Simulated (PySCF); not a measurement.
**Run report: Si$_{2}$PNH$_{8}$, geometry relaxation**

- system: Si$_{2}$PNH$_{8}$
- method: PBE0-D3(BJ)/def2-SVP geometry optimisation, gas phase (PySCF 2.14.0)

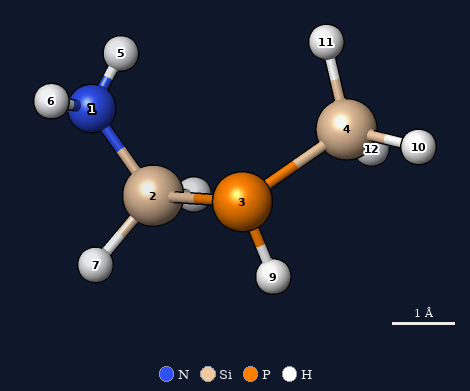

Figure 1. The input geometry (ball-and-stick view, seen at a tilt; atoms are numbered from 1 in the order of the input). Bond lengths as drawn: H–N 1.02 Å, H–P 1.36 Å, H–Si 1.45 to 1.49 Å, N–Si 1.73 Å and P–Si 2.19 to 2.27 Å.

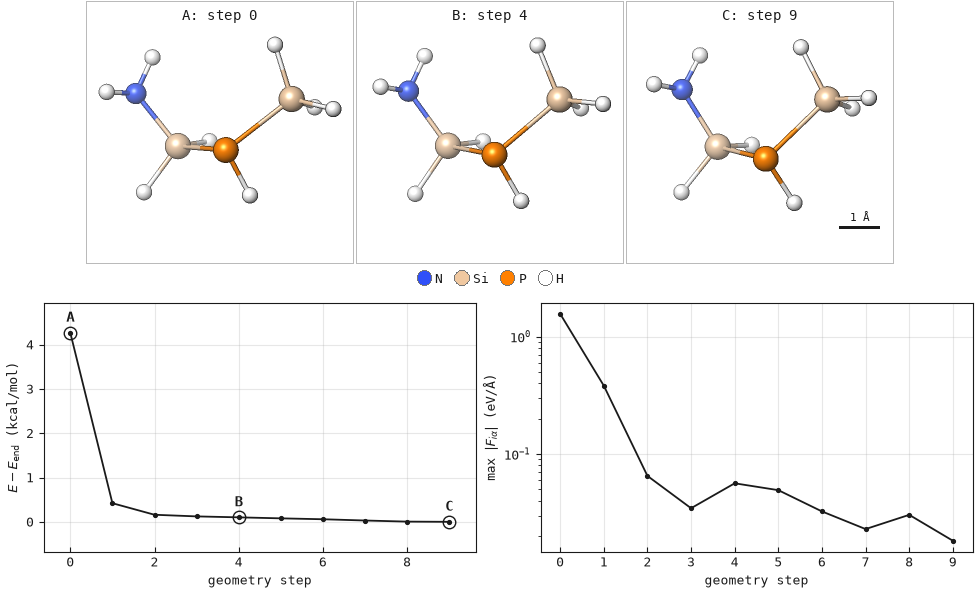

Figure 2. Frames of the relaxation (ball-and-stick view, seen at a tilt) above the curves, on which the letters mark them (steps are counted from 0).

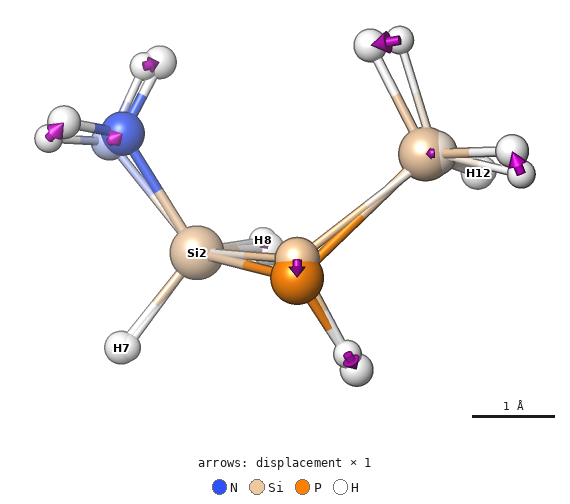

Figure 3. Start (faint) and end (solid) with the displacements as pink arrows, at true length (ball-and-stick view, seen at a tilt). The two geometries are laid on each other by the best rigid fit. The atom that moves furthest after the best rigid fit is H11 (0.39 Å). By element the largest moves are H 0.39 Å, N 0.23 Å, P 0.23 Å, Si 0.11 Å. Among the contacts that change: P3–H9 1.358 → 1.431 Å, P3–Si4 2.191 → 2.256 Å, Si2–H8 1.451 → 1.495 Å, Si4–H11 1.455 → 1.497 Å. Among the angles that change: Si2–P3–Si4 101.6° → 95.3°, N1–Si2–H7 105.0° → 109.5°, H5–N1–H6 106.9° → 110.9°. The energy falls by 4.27 kcal/mol in 9 geometry steps. Largest force component: 1.6 eV/Å at the start, 0.018 eV/Å at the end. (Atoms are counted from 1 in the order of the input.)

These pictures come from the run below.

The input:
```
{"job": {"xc": "PBE0", "basis": "def2-SVP", "d3": "d3bj", "grid": 1, "shake": 0.01, "kind": "geom"}, "charge": 0, "multiplicity": 1}
N      2.216310     0.442920     0.713730
Si     1.193120    -0.749670    -0.004710
P     -0.503720     0.114020    -1.236380
Si    -2.023570     0.478250     0.299080
H      1.795260     1.045300     1.418530
H      2.748570     1.043970     0.089980
H      2.063250    -1.492570    -0.923710
H      0.740090    -1.553860     1.114380
H     -0.978420    -1.097410    -1.623670
H     -3.316580     0.693480    -0.400760
H     -1.672140     1.674550     1.049710
H     -2.222490    -0.627230     1.259510
```

The first line tells a small driver script what to run in PySCF; the rest is the geometry in Å.

Run as:
```bash
OMP_NUM_THREADS=1 python <driver script> task.json out
```

The program's output:
```
step   0  E = -979.15738095  max force = 0.030355
step   1  E = -979.16350997  max force = 0.007430
step   2  E = -979.16392548  max force = 0.001269
step   3  E = -979.16398448  max force = 0.000672
step   4  E = -979.16401846  max force = 0.001097
step   5  E = -979.16405459  max force = 0.000959
step   6  E = -979.16408704  max force = 0.000633
step   7  E = -979.16413229  max force = 0.000446
step   8  E = -979.16417202  max force = 0.000591
step   9  E = -979.16417981  max force = 0.000356
optimisation converged
```

Trajectory as extended XYZ (Å, eV, eV/Å), 10 frames, from step=0 to step=9:
```
12
Properties=species:S:1:pos:R:3:forces:R:3 step=0 energy=-26644.22947
N     2.2163    0.4429    0.7137    0.0343   0.5898   0.1226
Si    1.1931   -0.7497   -0.0047    0.2639   0.7641  -0.1080
P    -0.5037    0.1140   -1.2364    1.2460   1.3549  -0.2437
Si   -2.0236    0.4783    0.2991   -0.6640  -0.3709   0.0585
H     1.7953    1.0453    1.4185    0.0409  -0.1427   0.0676
H     2.7486    1.0440    0.0900    0.0457  -0.1052  -0.0680
H     2.0633   -1.4926   -0.9237    0.1047  -0.3757  -0.3837
H     0.7401   -1.5539    1.1144   -0.4221  -0.6173   0.5272
H    -0.9784   -1.0974   -1.6237   -0.7049  -1.5609  -0.5445
H    -3.3166    0.6935   -0.4008   -0.1557   0.0964  -0.0570
H    -1.6721    1.6745    1.0497    0.2128   0.6531   0.3667
H    -2.2225   -0.6272    1.2595   -0.0015  -0.2856   0.2624
12
Properties=species:S:1:pos:R:3:forces:R:3 step=1 energy=-26644.39625
N     2.1860    0.5513    0.7245    0.0638  -0.0328  -0.3821
Si    1.2102   -0.6818    0.0042   -0.0083  -0.2159  -0.0587
P    -0.4727    0.0900   -1.3278   -0.1527  -0.2687  -0.0984
Si   -2.0198    0.4308    0.2768   -0.0692   0.1083   0.0253
H     1.8617    1.0019    1.5655   -0.1057   0.1400   0.2522
H     2.6348    1.2270    0.1086   -0.0380  -0.1025   0.1295
H     2.0523   -1.4985   -0.9246    0.0090   0.0305   0.0330
H     0.6816   -1.5577    1.1005    0.0551   0.1038  -0.0050
H    -0.9728   -1.2193   -1.7047    0.1857   0.3434   0.1427
H    -3.3432    0.6921   -0.3673    0.0017  -0.0279   0.0038
H    -1.6367    1.6591    1.0458    0.0433  -0.0524  -0.0308
H    -2.1678   -0.6965    1.2495    0.0155  -0.0259  -0.0116
12
Properties=species:S:1:pos:R:3:forces:R:3 step=2 energy=-26644.40755
N     2.1586    0.5520    0.7230   -0.0360   0.0460   0.0016
Si    1.2056   -0.6919   -0.0060   -0.0083  -0.0569  -0.0090
P    -0.4724    0.0883   -1.3382   -0.0249  -0.0652  -0.0402
Si   -2.0097    0.4338    0.2747   -0.0229   0.0337   0.0250
H     1.8142    1.0047    1.5634    0.0031  -0.0184  -0.0265
H     2.6171    1.2271    0.1198    0.0272   0.0076   0.0266
H     2.0644   -1.5057   -0.9191    0.0024   0.0107   0.0035
H     0.6810   -1.5483    1.1014   -0.0004   0.0121   0.0093
H    -0.9593   -1.2124   -1.6970    0.0349   0.0608   0.0220
H    -3.3403    0.6943   -0.3536    0.0034  -0.0100   0.0027
H    -1.6021    1.6548    1.0379    0.0206  -0.0116  -0.0047
H    -2.1433   -0.6984    1.2448    0.0008  -0.0088  -0.0103
12
Properties=species:S:1:pos:R:3:forces:R:3 step=3 energy=-26644.40916
N     2.1368    0.5590    0.7256   -0.0305   0.0237   0.0025
Si    1.2012   -0.6950   -0.0102    0.0089   0.0126   0.0157
P    -0.4721    0.0797   -1.3502    0.0134   0.0158  -0.0171
Si   -1.9979    0.4331    0.2729    0.0003   0.0006   0.0101
H     1.7772    1.0094    1.5606    0.0030  -0.0155  -0.0131
H     2.6070    1.2356    0.1337    0.0194   0.0019   0.0067
H     2.0728   -1.5068   -0.9119    0.0048   0.0038  -0.0002
H     0.6724   -1.5437    1.1006   -0.0054  -0.0087   0.0025
H    -0.9556   -1.2185   -1.7014   -0.0157  -0.0346  -0.0073
H    -3.3331    0.6996   -0.3419   -0.0011   0.0034   0.0029
H    -1.5686    1.6480    1.0328    0.0080  -0.0007   0.0025
H    -2.1262   -0.7020    1.2404   -0.0052  -0.0021  -0.0052
12
Properties=species:S:1:pos:R:3:forces:R:3 step=4 energy=-26644.41008
N     2.1100    0.5708    0.7304   -0.0281   0.0067   0.0067
Si    1.1981   -0.6962   -0.0131    0.0166   0.0414   0.0245
P    -0.4716    0.0640   -1.3656    0.0187   0.0372  -0.0071
Si   -1.9833    0.4306    0.2691    0.0144  -0.0183  -0.0068
H     1.7331    1.0170    1.5597    0.0059  -0.0078  -0.0043
H     2.5925    1.2492    0.1511    0.0092  -0.0042  -0.0065
H     2.0874   -1.5028   -0.9015    0.0063   0.0010  -0.0008
H     0.6648   -1.5419    1.0980   -0.0033  -0.0175  -0.0057
H    -0.9554   -1.2351   -1.7082   -0.0288  -0.0564  -0.0070
H    -3.3223    0.7125   -0.3296   -0.0017   0.0127   0.0024
H    -1.5264    1.6368    1.0266   -0.0013   0.0039   0.0060
H    -2.1132   -0.7065    1.2340   -0.0080   0.0013  -0.0013
12
Properties=species:S:1:pos:R:3:forces:R:3 step=5 energy=-26644.41107
N     2.0638    0.5932    0.7397   -0.0202  -0.0133   0.0131
Si    1.1966   -0.6971   -0.0157    0.0168   0.0493   0.0217
P    -0.4700    0.0311   -1.3898    0.0084   0.0316  -0.0006
Si   -1.9596    0.4257    0.2604    0.0241  -0.0278  -0.0231
H     1.6602    1.0305    1.5606    0.0084   0.0072   0.0065
H     2.5611    1.2761    0.1789   -0.0036  -0.0099  -0.0192
H     2.1190   -1.4887   -0.8835    0.0065   0.0011  -0.0009
H     0.6603   -1.5465    1.0917    0.0019  -0.0217  -0.0138
H    -0.9573   -1.2721   -1.7138   -0.0238  -0.0444   0.0073
H    -3.3004    0.7441   -0.3150    0.0004   0.0195  -0.0005
H    -1.4561    1.6147    1.0160   -0.0104   0.0058   0.0083
H    -2.1038   -0.7129    1.2214   -0.0085   0.0028   0.0012
12
Properties=species:S:1:pos:R:3:forces:R:3 step=6 energy=-26644.41195
N     2.0174    0.6167    0.7497   -0.0041  -0.0252   0.0197
Si    1.1993   -0.6980   -0.0161    0.0076   0.0325   0.0082
P    -0.4675   -0.0077   -1.4101   -0.0067   0.0095   0.0014
Si   -1.9382    0.4214    0.2491    0.0223  -0.0200  -0.0252
H     1.5913    1.0438    1.5641    0.0069   0.0188   0.0115
H     2.5221    1.3056    0.2035   -0.0111  -0.0114  -0.0233
H     2.1567   -1.4663   -0.8667    0.0050   0.0034  -0.0011
H     0.6667   -1.5605    1.0834    0.0057  -0.0171  -0.0155
H    -0.9599   -1.3169   -1.7087   -0.0078  -0.0136   0.0209
H    -3.2741    0.7865   -0.3098    0.0029   0.0174  -0.0043
H    -1.3899    1.5901    1.0062   -0.0143   0.0039   0.0071
H    -2.1101   -0.7163    1.2064   -0.0063   0.0016   0.0006
12
Properties=species:S:1:pos:R:3:forces:R:3 step=7 energy=-26644.41318
N     1.9927    0.6304    0.7571    0.0117  -0.0225   0.0225
Si    1.2055   -0.6989   -0.0136   -0.0038   0.0051  -0.0088
P    -0.4656   -0.0364   -1.4170   -0.0167  -0.0184  -0.0008
Si   -1.9304    0.4206    0.2392    0.0112   0.0010  -0.0120
H     1.5588    1.0517    1.5702    0.0012   0.0208   0.0083
H     2.4949    1.3234    0.2137   -0.0119  -0.0088  -0.0154
H     2.1850   -1.4446   -0.8595    0.0015   0.0051  -0.0019
H     0.6831   -1.5794    1.0765    0.0054  -0.0050  -0.0095
H    -0.9620   -1.3511   -1.6914    0.0098   0.0170   0.0230
H    -3.2556    0.8227   -0.3201    0.0035   0.0073  -0.0067
H    -1.3592    1.5747    1.0026   -0.0096  -0.0004   0.0036
H    -2.1334   -0.7147    1.1933   -0.0024  -0.0012  -0.0022
12
Properties=species:S:1:pos:R:3:forces:R:3 step=8 energy=-26644.41426
N     1.9916    0.6324    0.7626    0.0167  -0.0125   0.0187
Si    1.2125   -0.7002   -0.0096   -0.0115  -0.0137  -0.0177
P    -0.4645   -0.0505   -1.4123   -0.0132  -0.0304  -0.0043
Si   -1.9351    0.4238    0.2320   -0.0026   0.0199   0.0061
H     1.5617    1.0547    1.5775   -0.0061   0.0123  -0.0019
H     2.4853    1.3260    0.2121   -0.0050  -0.0006  -0.0017
H     2.1988   -1.4299   -0.8618   -0.0012   0.0047  -0.0021
H     0.7018   -1.5969    1.0725    0.0018   0.0054   0.0010
H    -0.9624   -1.3689   -1.6673    0.0167   0.0249   0.0118
H    -3.2481    0.8455   -0.3419    0.0021  -0.0034  -0.0051
H    -1.3637    1.5719    1.0045    0.0011  -0.0041  -0.0004
H    -2.1643   -0.7095    1.1827    0.0011  -0.0025  -0.0043
12
Properties=species:S:1:pos:R:3:forces:R:3 step=9 energy=-26644.41447
N     1.9884    0.6319    0.7664    0.0183  -0.0089   0.0152
Si    1.2140   -0.7020   -0.0088   -0.0105  -0.0089  -0.0104
P    -0.4636   -0.0572   -1.4123   -0.0041  -0.0131  -0.0041
Si   -1.9344    0.4272    0.2288   -0.0048   0.0136   0.0063
H     1.5558    1.0554    1.5794   -0.0076   0.0059  -0.0061
H     2.4803    1.3259    0.2148   -0.0011   0.0029  -0.0001
H     2.2039   -1.4255   -0.8619   -0.0003   0.0034  -0.0008
H     0.7061   -1.6028    1.0710   -0.0006   0.0024   0.0027
H    -0.9613   -1.3764   -1.6578    0.0070   0.0087   0.0039
H    -3.2431    0.8558   -0.3500    0.0009  -0.0029  -0.0026
H    -1.3596    1.5718    1.0037    0.0024  -0.0023  -0.0016
H    -2.1726   -0.7056    1.1777    0.0004  -0.0009  -0.0024
```

Key numbers:

| quantity | value |
| --- | --- |
| outcome | converged |
| total energy | −979.164180 hartree |
| dipole moment | 1.05 D |
| point group | C1 |
| hardware | 1 CPU thread, shared host |
| wall time | 70 s |
| peak memory | 0.45 GiB |
